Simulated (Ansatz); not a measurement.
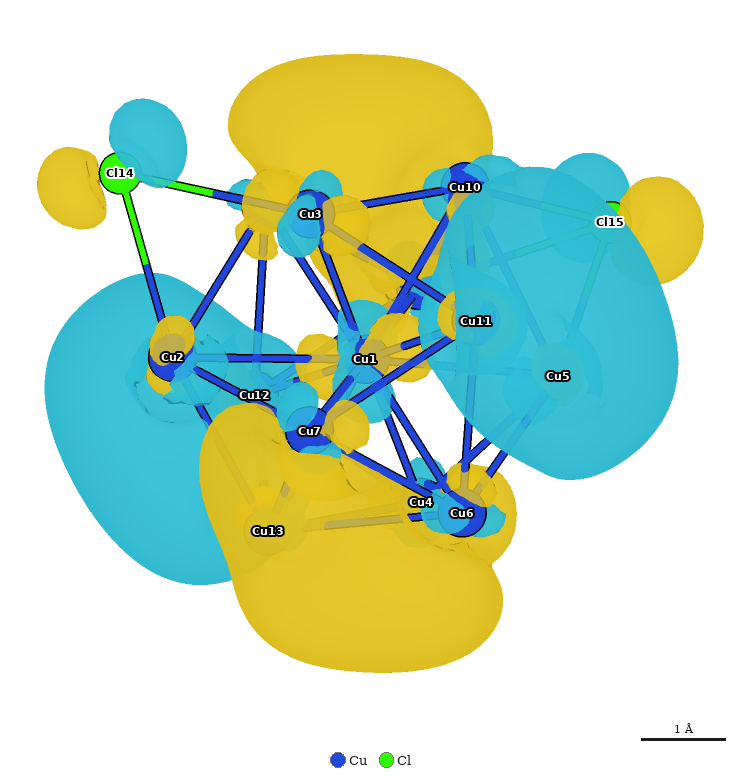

The picture shows: Cl$_{2}$Cu$_{13}$ (Cu13(Cl)2) (doublet). One frontier orbital at ±0.06 Å⁻³ᐟ² (yellow and cyan are the two phases), seen at a tilt.

Geometry: r2SCAN-D4/def2-SVP; ⟨S²⟩ = 1.08, above the pure value of 0.75.

Theory: UKS PBE0-D4/def2-TZVP in Ansatz.

```xyz
15

Cu   -0.0766    0.2137   -0.1197
Cu    1.8265    0.1943   -1.5167
Cu    1.9980   -0.0145    1.0785
Cu   -2.1514    0.4213   -1.2971
Cu   -2.0336    0.3809    1.1907
Cu   -1.1590    2.3153    0.0129
Cu    1.2369    2.2172   -0.1789
Cu   -1.3752   -1.8135   -0.0567
Cu    1.0152   -1.9088   -0.2843
Cu   -0.0111   -1.0182    1.9305
Cu    0.2628    1.4344    1.8735
Cu   -0.4093   -1.0294   -2.1007
Cu   -0.1486    1.4619   -2.1309
Cl    3.4044   -1.1968   -0.5328
Cl   -2.4068   -1.6984    2.1564
```

Which orbital is it: HOMO (β) or LUMO (β)?

The LUMO (β), at −3.11 eV. Its weight (Hirshfeld) is mainly on Cu11 (about 15 %), Cu12 (about 15 %), Cu6 (about 10 %), Cu13 (about 10 %), Cu9 (about 5 %) and Cu10 (about 5 %).
